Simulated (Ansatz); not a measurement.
# Calculations on SiH$_{2}$Cl$_{2}$ and related structures

### Relaxation

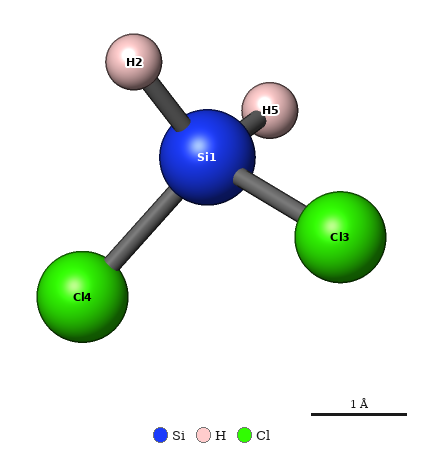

Starting structure of SiH2Cl2. A ball-and-stick model, seen at a tilt.

It is one of the separated reactants of a reaction.

Method: RKS PBE0-D4/def2-TZVP (Ansatz 0.2.0).

Input
```yaml
crystal:
  periodic: [false, false, false]
  atoms:
    - {symbol: Si, position_ang: [-0.514414, -1.835113, -0.695935]}
    - {symbol: H, position_ang: [0.828543, -2.245540, -0.253410]}
    - {symbol: Cl, position_ang: [-0.347238, -0.460194, -2.204462]}
    - {symbol: Cl, position_ang: [-1.429446, -3.507164, -1.454363]}
    - {symbol: H, position_ang: [-1.387464, -1.300668, 0.360756]}
basis:
  gaussian: {orbitals: def2-TZVP}
hamiltonian: {xc: pbe0, dispersion: d4}
relax: {f_tol: 0.005, max_steps: 200}
```

> What does the optimiser find from here?

The energy falls by 0.011 eV in 4 geometry steps. Largest force component: 0.45 eV/Å at the start, 0.00056 eV/Å at the end. The largest move after the best rigid fit is that of Si1, 0.030 Å. Largest moves by element: Si 0.030 Å, H 0.022 Å, Cl 0.021 Å. Among the contacts that change: Si1–Cl3 2.048 → 2.040 Å. Bond angles that change, for instance: H2–Si1–H5 115.3° → 112.8°.

Step by step:

```csv
step,"E − E(0), eV","largest force component, eV/Å"
0,0.0000,0.4462
1,-0.0077,0.1281
2,-0.0108,0.0224
3,-0.0109,0.0083
4,-0.0109,0.0006
```

The structure at the end:

```xyz
5

Si   -0.5264   -1.8536   -0.7167
H     0.8227   -2.2247   -0.2488
Cl   -0.3383   -0.4518   -2.1873
Cl   -1.4385   -3.5240   -1.4520
H    -1.3695   -1.2946    0.3574
```

### Relaxation

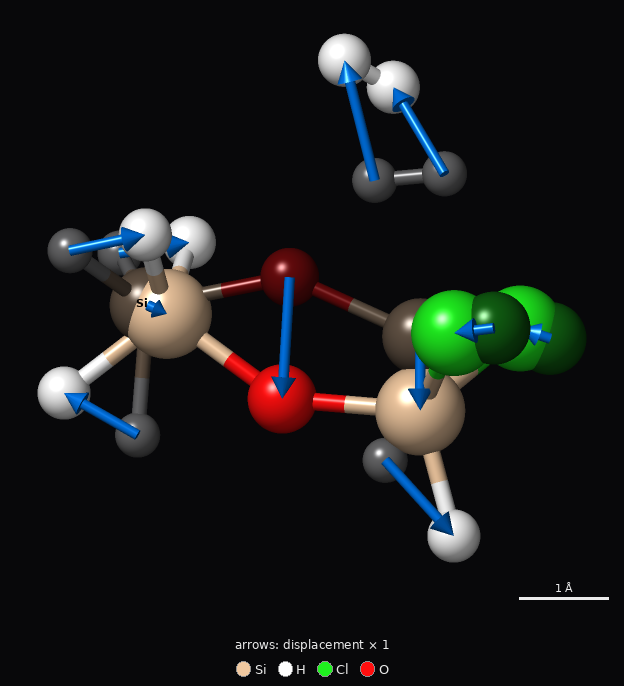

A relaxation of Si2H6OCl2 (started from a transition state, displaced along its imaginary mode). The starting structure is drawn faded, the final one solid; blue arrows show the displacements, at their true length. The two geometries are superimposed by the best rigid fit.

The picture is a ball-and-stick view, seen at a tilt.

Theory: RKS PBE0-D4/def2-TZVP in Ansatz.

Input
```yaml
crystal:
  periodic: [false, false, false]
  atoms:
    - {symbol: Si, position_ang: [-0.391904, -1.076789, -0.628391]}
    - {symbol: H, position_ang: [1.362837, -1.592604, -0.300204]}
    - {symbol: Cl, position_ang: [0.053012, -1.385689, -2.612661]}
    - {symbol: Cl, position_ang: [-0.828427, -2.890050, 0.354788]}
    - {symbol: H, position_ang: [-1.735973, -0.535648, -0.757652]}
    - {symbol: H, position_ang: [1.307057, -0.867664, 0.047206]}
    - {symbol: O, position_ang: [0.288727, 0.183943, 0.193825]}
    - {symbol: Si, position_ang: [0.036649, 1.724800, 0.803447]}
    - {symbol: H, position_ang: [0.973895, 2.674059, 0.132048]}
    - {symbol: H, position_ang: [-1.368647, 2.036489, 0.504702]}
    - {symbol: H, position_ang: [0.302772, 1.729254, 2.262993]}
basis:
  gaussian: {orbitals: def2-TZVP}
hamiltonian: {xc: pbe0, dispersion: d4}
relax: {f_tol: 0.005, max_steps: 200}
```

Describe the change and its energy.

The largest move after the best rigid fit is that of H6, 1.40 Å. Largest moves by element: H 1.40 Å, O 1.38 Å, Si 0.84 Å, Cl 0.47 Å. Some distances before and after: H6–O7 1.471 → 3.902 Å, Si1–H6 1.840 → 4.049 Å, Si1–H2 1.858 → 3.692 Å, Si1–Cl4 2.108 → 2.038 Å. Bond angles that change, for instance: H5–Si1–O7 98.1° → 109.9°, Cl4–Si1–O7 120.6° → 110.2°, Cl3–Si1–O7 120.4° → 110.1°. Over 46 accepted moves (55 points after the start) the energy falls by 39.7 kcal/mol. Largest force component: 1.8 eV/Å at the start, 0.00018 eV/Å at the end. The line search rejected the trial steps at points 11, 25, 27, 36, 38, 40, 42, 50 and more of the run. The forces were under the threshold at step 39, but the run went on from there.

### Reaction

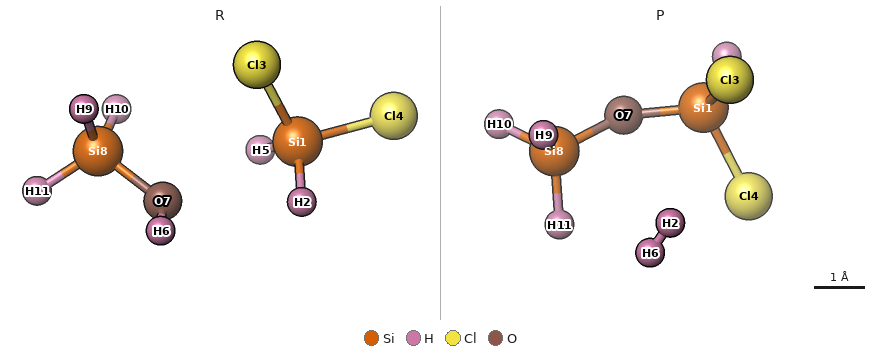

Reactant (R) and product (P) of one elementary step of Si$_{2}$H$_{6}$OCl$_{2}$. The picture is a ball-and-stick view, seen from a free direction.

Stationary points at PBE0-D4/def2-TZVP, single-point energies with CCSD(T)/CBS, B2PLYP, SPW92 (LDA), PBE-QIDH, PBE-D4, CCSD(T) (def2-TZVPP where no basis is named; Ansatz 0.2.0). The energies are electronic, without zero-point or thermal terms, and both ends are the minima reached downhill from the saddle, with any fragments still in contact. CCSD(T)/CBS stands for a frozen-core estimate: MP2 correlation extrapolated from def2-TZVPP and def2-QZVPP, CCSD(T) minus MP2 from the smaller set.

R:
```xyz
11

Si   -0.4950   -1.8314   -0.7193
H     0.7987   -2.2645   -0.1656
Cl   -0.1772   -0.4760   -2.2213
Cl   -1.3808   -3.4923   -1.5349
H    -1.4393   -1.2683    0.2583
H     1.6912    0.2112    1.0611
O     0.7497    0.3236    0.9219
Si    0.1987    1.8635    0.6555
H     0.8769    2.4915   -0.5079
H    -1.2520    1.7259    0.4001
H     0.4293    2.7170    1.8522
```

P:
```xyz
11

Si   -1.1887   -0.9919   -0.8057
H     2.4252   -0.9722   -0.0484
Cl    0.1508   -1.1786   -2.3335
Cl   -0.8338   -2.4727    0.5489
H    -2.5477   -1.1428   -1.3404
H     2.5797   -0.8093    0.6637
O    -1.0334    0.4464   -0.1086
Si   -0.0864    1.5379    0.6835
H     1.0391    1.9450   -0.1913
H    -0.9391    2.7070    0.9994
H     0.4343    0.9313    1.9324
```

Predict the saddle point between them and the barrier.

Answer. Counted by bonded pieces, R holds SiH₂Cl₂ + SiH₄O and P holds H₂ + Si₂H₄Cl₂O. From R over the saddle to P, bonds form: Si1–O7 (2.98 → 1.82 → 1.61 Å), H2–H6 (2.90 → 1.12 → 0.75 Å). Bonds break: Si1–H2 (1.47 → 1.66 → 3.69 Å), H6–O7 (0.96 → 1.14 → 3.90 Å). The saddle has one imaginary mode, 1270i cm⁻¹. With CCSD(T)/CBS the barrier is 1.58 eV from R and 2.62 eV from P, and P lies 1.03 eV below R.

```tsv
level	barrier from R (eV)	barrier from P (eV)	P less R (eV)
CCSD(T)/CBS	1.58	2.62	−1.03
B2PLYP	1.58	2.60	−1.02
SPW92 (LDA)	0.94	1.82	−0.88
PBE-QIDH	1.51	2.51	−0.99
PBE-D4	1.28	2.20	−0.92
CCSD(T)	1.61	2.61	−1.01
```

Against CCSD(T)/CBS, B2PLYP comes closest on the barrier from R (0.00 eV) and SPW92 (LDA) misses most (−0.64 eV).

Saddle geometry:

```xyz
11

Si   -0.3414   -1.2262   -0.6634
H     1.2505   -1.6006   -0.3566
Cl    0.0459   -1.3953   -2.6865
Cl   -0.8967   -2.9389    0.3516
H    -1.6612   -0.5586   -0.7313
H     1.2125   -0.5937    0.1246
O     0.3834    0.1709    0.2565
Si    0.0657    1.7274    0.8158
H     0.9788    2.6590    0.1175
H    -1.3501    2.0100    0.4975
H     0.3125    1.7460    2.2743
```

The saddle point in the same view, with dashed sticks for the bonds that form or break:

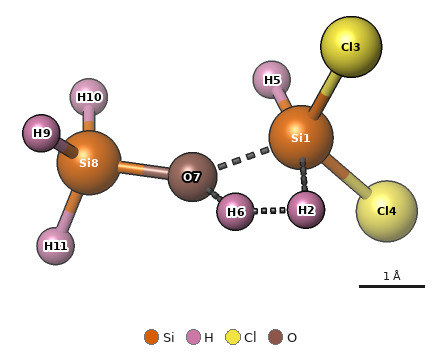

Limits of the set-up: the start holds two separate molecules, 2.8 Å apart at their closest, whose relative position is a soft coordinate.

### Reaction

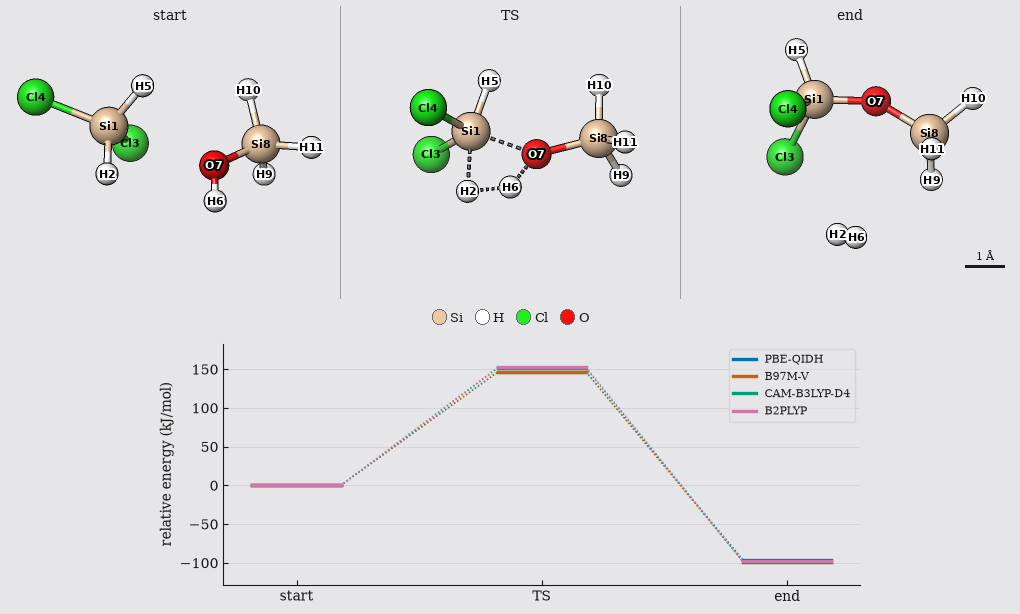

A reaction step of Si$_{2}$H$_{6}$OCl$_{2}$, with its energy diagram. A ball-and-stick model, seen at a tilt. Dashed sticks mark bonds that form or break.

Stationary points at PBE0-D4/def2-TZVP, single-point energies with PBE-QIDH, B97M-V, CAM-B3LYP-D4, B2PLYP (def2-TZVPP where no basis is named; Ansatz 0.2.0). The energies are electronic, without zero-point or thermal terms, and both ends are the minima reached downhill from the saddle, with any fragments still in contact.

Question: What happens, and what does it cost?

Answer: Counted by bonded pieces, the start holds SiH₂Cl₂ + SiH₄O and the end holds H₂ + Si₂H₄Cl₂O. From the start over the saddle to the end, bonds form: Si1–O7 (2.98 → 1.82 → 1.61 Å), H2–H6 (2.90 → 1.12 → 0.75 Å). Bonds break: Si1–H2 (1.47 → 1.66 → 3.69 Å), H6–O7 (0.96 → 1.14 → 3.90 Å). The saddle has one imaginary mode, 1270i cm⁻¹. With PBE-QIDH the barrier is 146.1 kJ/mol from the start and 241.9 kJ/mol from the end, and the end lies 95.8 kJ/mol below the start.

| level | barrier from the start (kJ/mol) | barrier from the end (kJ/mol) | the end less the start (kJ/mol) |
| --- | --- | --- | --- |
| PBE-QIDH | 146.1 | 241.9 | −95.8 |
| B97M-V | 146.8 | 245.3 | −98.4 |
| CAM-B3LYP-D4 | 151.2 | 249.8 | −98.6 |
| B2PLYP | 152.8 | 250.9 | −98.1 |

Limits of the set-up: the start holds two separate molecules, 2.8 Å apart at their closest, whose relative position is a soft coordinate.
